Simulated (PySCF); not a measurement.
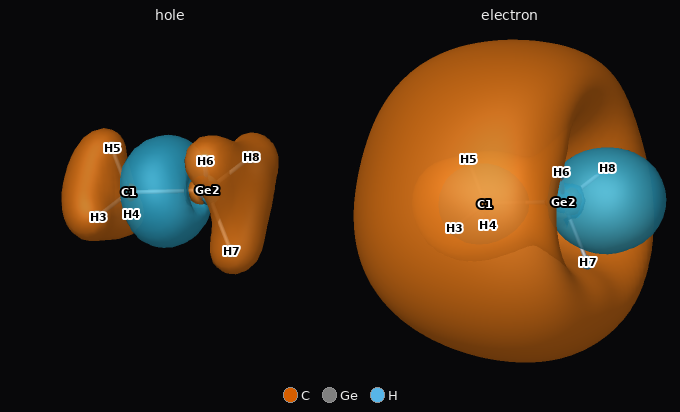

CH$_{6}$Ge, SMILES `C[GeH3]`. Leading natural transition orbital pair of S₁ (TDA singlet states); the surfaces enclose about 85 % of each orbital's density.

Level of theory: BHandHLYP/def2-SVPD (PySCF), at a geometry from GFN2-xTB. No frequency check shows the geometry to be a minimum. GFN2-xTB bond lengths at metals and heavier atoms can be off by up to 0.1 Å and shapes distorted, which carries into these values.

The calculation's input:

```python
import numpy as np
from pyscf import gto, scf, dft, tdscf
from pyscf.scf import atom_ks, atom_hf
from scipy.linalg import block_diag

def solve(mol, dm0=None, hcore=None):
    mf = (dft.UKS if mol.spin else dft.RKS)(mol, xc='bhandhlyp')
    mf.grids.level = 3
    mf = mf.density_fit(auxbasis='def2-universal-jkfit')
    mf.conv_tol, mf.max_cycle = 1e-8, 80
    if hcore is not None:
        mf.get_hcore = lambda *args: hcore
    mf.kernel(dm0)
    if not mf.converged:
        mf = mf.newton().run(mf.mo_coeff, mf.mo_occ, max_cycle=30)
    assert mf.converged, 'SCF not converged'
    return mf

mol = gto.M(atom='''
C     -1.56891     0.00021     0.00001
Ge     0.38971    -0.00015    -0.00012
H     -1.95468    -0.58361     0.83197
H     -1.95459    -0.42837    -0.92203
H     -1.95432     1.01302     0.08941
H      0.93445     0.58841     1.26066
H      0.93409    -1.38646    -0.12071
H      0.93780     0.80068    -1.13547
''', basis='def2-svpd', charge=0, spin=0, verbose=4)
mf = solve(mol)
td = mf.TDA()
td.nstates, td.singlet, td.conv_tol = 5, True, 1e-5
td.kernel()
td.analyze()
x, y = np.array([p[0] for p in td.xy]), np.array([p[1] + 0 * p[0] for p in td.xy])
f, mu = td.oscillator_strength(), td.transition_dipole()
nto = [td.get_nto(state=i + 1, verbose=4) for i in range(len(td.e))]
# spherically averaged free atoms, for the promolecule
atm = atom_ks.get_atm_nrks(mol, xc='bhandhlyp')
pro = block_diag(*[(atm[a[0]][2] * atm[a[0]][3]) @ atm[a[0]][2].T for a in mol._atom])
np.savez('result.npz', e=td.e, f=f, ok=td.converged, w=[n[0] for n in nto], nto=[n[1] for n in nto], x=x, y=y, c=mf.mo_coeff, occ=mf.mo_occ, eps=mf.mo_energy, pro=pro, mu=mu)
```

Launched as:

```sh
OMP_NUM_THREADS=1 python input.py
```

The run took 81 s on 1 thread of Intel(R) Xeon(R) Platinum 8259CL CPU @ 2.50GHz (Skylake/Cascade Lake), on a shared host, peak memory 0.56 GiB.

**Give its energy and the atoms that hole and electron lie on.**

8.58 eV (145 nm), f = 0.062, diffuse (Rydberg-like) orbital; the leading pair carries 100 %; hole on C1 (43 %) and Ge2 (32 %), electron on Ge2 (31 %), H3, H4 and H5 (13 % each) and C1 (12 %) (atom shares of so diffuse an orbital are rough); their centroids lie 0.2 Å apart. In canonical orbitals it is mainly HOMO → LUMO (90 %). The HOMO–LUMO gap is 11.06 eV.
